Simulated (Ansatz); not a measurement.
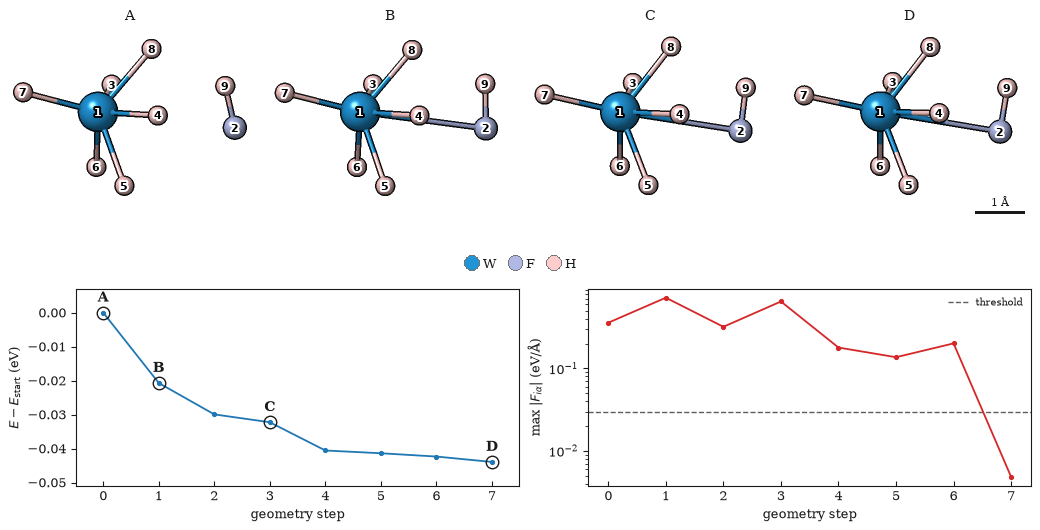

Frames of a relaxation of WH7F, marked on the history of the run. The picture is a ball-and-stick view, seen at a tilt.

The run prepares an end point of a later path (reaction) calculation, from a guessed geometry.

Computed with RKS PBE0-D4/def2-SVP in Ansatz 0.2.0. Settings: no spin polarisation; force threshold 0.03 eV/Å; at most 50 steps.

What happens along the run?

Answer. Over 7 geometry steps the energy falls by 0.044 eV. Largest force component: 0.36 eV/Å at the start, 0.0048 eV/Å at the end. The atom that moves furthest after the best rigid fit is F2 (0.33 Å). By element the largest moves are F 0.33 Å, H 0.09 Å, W 0.05 Å. Some distances before and after: W1–F2 3.044 → 2.692 Å, W1–H8 1.708 → 1.686 Å, W1–H7 1.723 → 1.730 Å, F2–H9 0.923 → 0.928 Å. Cost: 23 s on 1 thread of Arm Neoverse V2, with other jobs on the host, peak memory 0.15 GiB. From step 0 to 1: F2 moves most (0.20 Å), energy −0.021 eV. From step 1 to 3: F2 moves most (0.13 Å), energy −0.012 eV. From step 3 to 7: H9 moves most (0.03 Å), energy −0.012 eV.

```tsv
step	E − E(0), eV	largest force component, eV/Å
0	0.0000	0.3587
1	-0.0207	0.7211
2	-0.0300	0.3199
3	-0.0323	0.6489
4	-0.0406	0.1792
5	-0.0414	0.1368
6	-0.0424	0.2013
7	-0.0439	0.0048
```
